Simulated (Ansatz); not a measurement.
Run report: SnH$_{6}$O$_{4}$, nudged elastic band (part 2 of 2)

The same run, continued: SnH$_{6}$O$_{4}$; RKS BLYP-D4/def2-SVP (Ansatz 0.2.0). The run did not end well. One setting was made poor on purpose. It belongs to a series of runs on one base structure; here: band between the two ends.

Geometry of the input (Å):
```
Sn -0.5597  -0.4043  -0.0146
O  0.8490  -0.1237  1.3977
O  0.0816  -1.9954  -1.0554
O  -2.4032  -0.8408  0.6455
O  -0.7118  1.3372  -0.9997
H  2.2118  1.5306  0.3207
H  2.5693  2.0545  -0.1158
H  1.3412  -0.9621  1.5290
H  -0.6649  -2.3721  -1.5673
H  -2.8779  -0.0019  0.8270
H  0.1644  1.7781  -0.9671
```

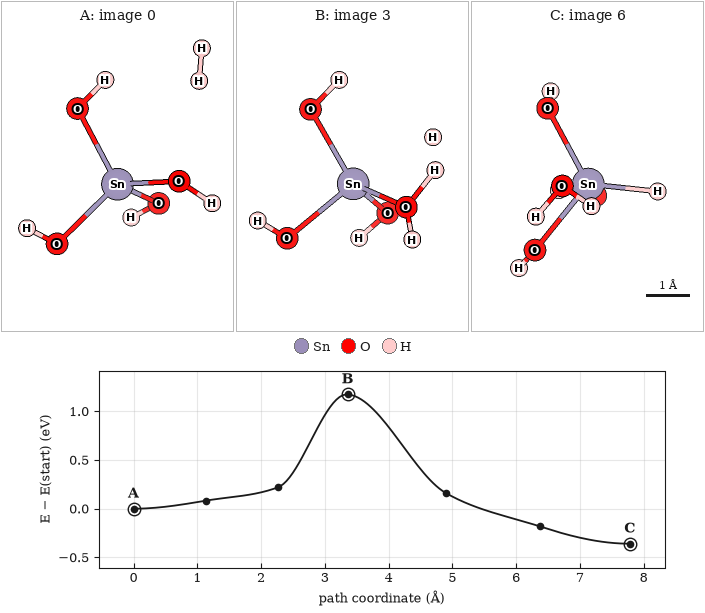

**Figure 1.** Images of the last band (counted from 0; ball-and-stick, seen at a tilt) above the energy along the path; the line is a cubic interpolation that uses the forces. The highest image is number 3, 1.174 eV above the start and 1.533 eV above the end (the climbing image); the end lies 0.359 eV below the start. The path is 7.78 Å long. The band had not converged after 60 iterations.

```
Unfinished report: {"positions_ang":[[-0.22413649805645944,-0.07077983533985065,-0.2379086754349629],[1.1081499425643848,0.08625520318134058,1.453037382138151],[0.3559831341446349,-1.5788281408505134,-1.4313640606983442],[-1.8557328251589296,-0.859887204923891,0.6545606182498614],[-1.0392505070894487,1.6235068838264357,-0.959859053064458],[1.8230986197172958,0.5342643119862502,0.6026384132805643],[1.7763591034835748,0.8553404202284199,-0.4297333026429696],[1.2279276662759582,-0.29843614252429096,2.357173534316812],[-0.40120608258767165,-2.2014485662069507,-1.5054512937990852],[-2.4509168656096865,-0.1445497912828095,0.9689194919678594],[-0.3204746976836525,2.054663871905857,-1.471911064313427]],"unchecked":["starts","cluster_reference","orbital_swaps","neighbouring_geometries","increment"],"mean_field":{"relativity":"none","state":{"energy":{"ev":-14107.042484675629,"hartree":-518.4242492149972},"converged":true,"gradient_ev":9.401246148568383e-6,"stability":{"kind":"minimum","curvature_ev":62.67726258257522},"curvature_floor_ev":0.00030000000000000003,"spin_squared":-1.0658141036401503e-14},"others":[],"fillings":{"estimated":0,"unestimated":0,"tried":0,"untried":0,"excluded_magnetic_sites":0},"n_dropped_functions":0,"n_trapped_functions":0,"passes":{"evaluations":4,"products":29},"factors":{"origin":"density fitting in generated functions","count":1211,"bound_ev":null},"gradient_stop_ev":0.00009,"reference_kind":"stationary","functional":{"name":"BLYP","citations":["Becke, Phys. Rev. A 38, 3098 (1988) doi:10.1103/PhysRevA.38.3098","Lee, Yang & Parr, Phys. Rev. B 37, 785 (1988) doi:10.1103/PhysRevB.37.785"],"text":"name \"BLYP\"\ncite \"Becke, Phys. Rev. A 38, 3098 (1988) doi:10.1103/PhysRevA.38.3098\"\ncite \"Lee, Yang & Parr, Phys. Rev. B 37, 785 (1988) doi:10.1103/PhysRevB.37.785\"\nparameter beta = 0.0042\nparameter a = 0.04918\nparameter b = 0.132\nparameter c = 0.2533\nparameter d = 0.349\nexchange = b88_x(beta = beta)\ncorrelation = lyp_c(a = a, b = b, c = c, d = d)\n","parameters":{"a":{"value":0.04918,"default":0.04918},"b":{"value":0.132,"default":0.132},"beta":{"value":0.0042,"default":0.0042},"c":{"value":0.2533,"default":0.2533},"d":{"value":0.349,"default":0.349}},"final_grid":{"core_spheres":13.0,"valence_spheres":11.0,"degree":36.0},"final_grid_parameter_source":"default","radial_points_factor":1.0,"radial_grid_error_ev":9.346635839739679e-7,"grid_sensitivity":"normal","grid_sensitivity_ratio":0.0018663373341989008},"unsmoothed_excess_ev":-0.00036660533892370637,"symmetry":{"irreps":["A"],"axes":[[0.999683809629767,0.023484737095265565,-0.008985982844541166],[-0.023710944706270172,0.9993818865443155,-0.025954497649951686],[0.0083708939338836,0.02615935723008894,0.9996227369183118]],"occupied":[{"A":30},{"A":30}]},"density_repulsion":{"missed_ev":0.00008545213507692415,"excess_ev":0.00008545213487619583,"most_excess_ev":0.00078,"are_drawn_again":false,"n_first_factors":1211,"energy_change_ev":0.0,"n_dropped_ends":0},"direct_passes":"host"},"factors":{"origin":"density fitting in generated functions","count":1211,"bound_ev":null},"n_frozen":0,"n_occupied":[30,30],"n_virtual":[82,82],"reference":{"ev":-14107.042484675629,"hartree":-518.4242492149972},"dispersion":{"energy":{"ev":-0.45846040027788115,"hartree":-0.0168481089545916},"switches_in_reach":[]},"total":{"ev":-14107.500945075906,"hartree":-518.4410973239518},"forces_ev_per_angstrom":[[0.04561436128198176,0.0038315753132142014,0.0015673860329537643],[-0.01825452128002485,-0.062173613404107805,0.5068057174578282],[-0.026021995994634187,-0.029525312295247227,0.005547881053995063],[0.1266409144225626,0.027694647059797413,0.08870752602669307],[0.09386617356352861,0.02950173241914668,-0.09032022507836861],[-0.06054887887870755,0.08512649973146805,-0.2708826554562439],[-0.17799890323393883,-0.22154550843036777,0.13698490579253106],[-0.0423043675105729,0.029563399334077492,-0.31180130010427576],[0.027287310941595387,0.06636954099796732,0.030220896425567145],[0.12019868207828584,-0.02927272632443846,-0.12229963326300704],[-0.0884787753899687,0.10042976559531737,0.02546950110850256]],"charge_distribution":{"dipole_moment_e_ang":[0.09455305004764143,0.06051075416034502,0.4112321533273506],"mulliken_charges_e":[0.8680327948925495,-0.3285435118070552,-0.39547973941712833,-0.42808151971233954,-0.3946386178880932,0.2189857748055306,-0.2726687109280741,0.18218513499262146,0.18920794699570476,0.1825722105532156,0.17842823751304648],"lowdin_charges_e":[0.13122844442897375,0.06957861532994691,-0.018615082702503116,-0.05020975471556177,-0.023449585820459973,0.011720102006880229,-0.09545520451531408,0.014428832824057825,-0.009340124072682698,-0.009197337991392107,-0.020688904772014682]},"n_threads":2,"memory_gib":2.556818182580173,"seconds":{"hamiltonian":2.258790121,"orbitals":0.0,"second_order":0.0,"solver_start":0.0,"cycles":0.0,"cycle":0.0,"perturbative":0.0,"full_ci_increment":0.0,"forces":0.0}}
this run last wrote the band of iteration 60 to [file]
Error: NEB band did not converge after 60 iterations: max|band force component| = 4.94e-1 eV/Å (threshold 5.0e-2); raise `neb.max_iterations` in a new run, which can start from the last band evaluated (`neb.initial_path`, with `crystal.atoms` and `neb.final_atoms` set to its first and last images), add images, or start from endpoints closer to local minima. Where this run's directory can be resumed (`checkpoint.write`), a resume goes on for up to `neb.max_iterations` more; to start a new run from the last band, take its images' positions from the `neb_iteration` event of iteration 60 (`data.images[].positions_ang`), in the event stream of the run that computed that iteration (not this run's, if it was resumed behind it). With `checkpoint.write`, `steps/00-neb/state/checkpoint.json` in the run directory holds the last saved band, under `neb.evaluated.images[].positions_ang` (a band under a hybrid functional on support functions is neither saved nor resumed: `neb.initial_path` says where its path is): check the last entry of `neb.iterations` there, which is earlier than 60 if that iteration was not saved or its write failed. If the band's step has no `state` directory and holds `state.next`, a write was cut short, and the file is under `state.next` instead (behind a loss of power it can be under `state.prev`)
this run wrote the band of iteration 60 to [file] as well, whether or not its events were kept: a new run's `neb.initial_path` can list its `images[].positions_ang`
a run's events are kept only if it was started with --events-out <file>, and are in that file
```

**The last band as extended XYZ (Å, eV, eV/Å)**
```
11
Properties=species:S:1:pos:R:3:forces:R:3 image=0 energy=-14108.67414
Sn   -0.5597   -0.4043   -0.0146   -0.0016  -0.0119   0.0014
O     0.8490   -0.1237    1.3977    0.0002  -0.0010  -0.0027
O     0.0816   -1.9954   -1.0554   -0.0007   0.0005  -0.0025
O    -2.4032   -0.8408    0.6455   -0.0028   0.0066   0.0027
O    -0.7118    1.3372   -0.9997    0.0097  -0.0003   0.0059
H     2.2118    1.5306    0.3207   -0.0002  -0.0028   0.0014
H     2.5693    2.0545   -0.1158    0.0001   0.0015  -0.0004
H     1.3412   -0.9621    1.5290   -0.0054   0.0079  -0.0047
H    -0.6649   -2.3721   -1.5673    0.0024   0.0026   0.0028
H    -2.8779   -0.0019    0.8270    0.0015  -0.0049  -0.0008
H     0.1644    1.7781   -0.9671   -0.0031   0.0016  -0.0031
11
Properties=species:S:1:pos:R:3:forces:R:3 image=1 energy=-14108.59107
Sn   -0.4570   -0.2916   -0.0326   -0.0857  -0.0092   0.0027
O     0.8104    0.0895    1.4883    0.0957  -0.2809   0.1793
O     0.2271   -1.7223   -1.2678   -0.0222  -0.0389   0.0715
O    -2.2198   -0.9429    0.6616   -0.0717   0.0014  -0.0007
O    -0.8577    1.4509   -0.9343    0.1097   0.0844  -0.0487
H     2.1892    1.1406    0.3250    0.0564   0.0517  -0.0761
H     2.4987    1.4973   -0.2853    0.0959   0.0686  -0.0553
H     1.1121   -0.7408    1.9280   -0.1337   0.1958  -0.1920
H    -0.5597   -2.2046   -1.6081    0.0963   0.0463   0.0144
H    -2.7130   -0.1545    0.9732   -0.0736  -0.0397   0.0223
H    -0.0306    1.8787   -1.2480   -0.0671  -0.0795   0.0827
11
Properties=species:S:1:pos:R:3:forces:R:3 image=2 energy=-14108.45384
Sn   -0.3176   -0.1730   -0.0218   -0.1092  -0.0108   0.0353
O     0.9003    0.1897    1.5535   -0.0630  -0.2850   0.3664
O     0.2990   -1.4679   -1.4362    0.0175  -0.0251   0.1322
O    -1.9880   -0.9943    0.7233   -0.0903   0.0019   0.0629
O    -0.8980    1.5719   -0.8184    0.1124   0.1136  -0.0804
H     2.1992    0.7790    0.2423    0.1404   0.0614  -0.1932
H     2.3172    0.9569   -0.5017    0.1376   0.0779  -0.1235
H     0.7596   -0.4420    2.3008   -0.0999   0.1532  -0.3715
H    -0.4700   -2.0621   -1.5984    0.1218   0.0850   0.0167
H    -2.5341   -0.2515    1.0575   -0.1156  -0.0623   0.0198
H    -0.2679    1.8934   -1.5008   -0.0518  -0.1097   0.1354
11
Properties=species:S:1:pos:R:3:forces:R:3 image=3 energy=-14107.50058
Sn   -0.2241   -0.0708   -0.2379    0.0456   0.0038   0.0016
O     1.1081    0.0863    1.4530   -0.0183  -0.0622   0.5068
O     0.3560   -1.5788   -1.4314   -0.0260  -0.0295   0.0055
O    -1.8557   -0.8599    0.6546    0.1266   0.0277   0.0887
O    -1.0393    1.6235   -0.9599    0.0939   0.0295  -0.0903
H     1.8231    0.5343    0.6026   -0.0605   0.0851  -0.2709
H     1.7764    0.8553   -0.4297   -0.1780  -0.2215   0.1370
H     1.2279   -0.2984    2.3572   -0.0423   0.0296  -0.3118
H    -0.4012   -2.2014   -1.5055    0.0273   0.0664   0.0302
H    -2.4509   -0.1446    0.9689    0.1202  -0.0293  -0.1223
H    -0.3205    2.0547   -1.4719   -0.0885   0.1004   0.0255
11
Properties=species:S:1:pos:R:3:forces:R:3 image=4 energy=-14108.51481
Sn    0.0011   -0.0952   -0.4396    0.1197   0.0440  -0.1384
O     0.9919    0.6556    1.7204    0.0102   0.2155   0.1014
O     0.1058   -1.5748   -1.8046   -0.1700  -0.1901  -0.0788
O    -1.3794   -0.9731    0.7616   -0.1440   0.2785   0.1401
O    -0.9813    1.5856   -0.9737   -0.0442   0.0321  -0.1602
H     1.8729    0.5586    1.2937   -0.0211  -0.0132   0.3391
H     1.7298    0.2865   -0.5510   -0.1333  -0.1327  -0.1478
H     0.9782    0.0723    2.5039    0.0006  -0.1117   0.0523
H    -0.6996   -2.1268   -1.6966    0.0581   0.0489  -0.0503
H    -2.0881   -0.3111    0.9647    0.4301  -0.2251  -0.1322
H    -0.5316    1.9227   -1.7787   -0.1061   0.0537   0.0748
11
Properties=species:S:1:pos:R:3:forces:R:3 image=5 energy=-14108.85566
Sn    0.1697   -0.1246   -0.4477    0.0796   0.0163  -0.0372
O     0.9271    1.0392    1.6961    0.0273   0.0834   0.0258
O    -0.1217   -1.4958   -1.9123   -0.2181  -0.0492  -0.0717
O    -0.8965   -0.8781    1.1155   -0.1918  -0.0065   0.0358
O    -0.7367    1.5850   -1.0189   -0.0091   0.0056  -0.1102
H     1.8531    0.7239    1.6965    0.0364   0.0073   0.1602
H     1.8969   -0.1688   -0.4619    0.0367  -0.0747  -0.0315
H     0.4397    0.3979    2.2620   -0.1503  -0.0169  -0.0813
H    -1.0232   -1.8780   -1.8472    0.0966   0.0418  -0.0263
H    -1.8607   -0.8511    0.9130    0.3416   0.0065   0.0464
H    -0.6481    1.6504   -1.9949   -0.0489  -0.0137   0.0900
11
Properties=species:S:1:pos:R:3:forces:R:3 image=6 energy=-14109.03322
Sn    0.3294   -0.1853   -0.4440    0.0056  -0.0148   0.0034
O     0.7919    1.2513    1.5829   -0.0092   0.0127  -0.0007
O    -0.3573   -1.5159   -1.8229    0.0023   0.0029   0.0011
O    -0.6765   -0.7986    1.2338   -0.0041   0.0053  -0.0051
O    -0.4043    1.5607   -1.1415    0.0150   0.0025   0.0268
H     1.6020    0.9567    2.0470   -0.0153  -0.0080  -0.0094
H     2.0238   -0.5007   -0.4313   -0.0079   0.0021  -0.0099
H     0.0695    0.7021    1.9889    0.0125  -0.0016   0.0076
H    -1.3197   -1.4011   -1.9602    0.0031   0.0009  -0.0015
H    -1.3686   -1.4517    1.0095    0.0049   0.0045   0.0029
H    -0.6905    1.3827   -2.0620   -0.0068  -0.0066  -0.0151
```

**Outcome**

| quantity | value |
| --- | --- |
| outcome | not converged |
| barrier, forward (band not converged) | 1.174 eV |
| barrier, backward | 1.533 eV |
| hardware | 2 threads of Intel Xeon (Sapphire Rapids), 16 GiB of memory available, shared host |
| wall time | 11 min (CPU time 21 min) |
| peak memory | 0.18 GiB |

The run did not converge: “NEB band did not converge after 60 iterations: max|band force component| = 4.94e-1 eV/Å (threshold 5.0e-2); raise `neb.max_iterations` in a new run, which can start from the last band evaluated (`neb.initial_path`, with `crystal.atoms` and `neb.final_atoms` set to its first and last images), add images, or start from endpoints closer to local minima …” Its last values are not results. A deliberately poor setting: step length.
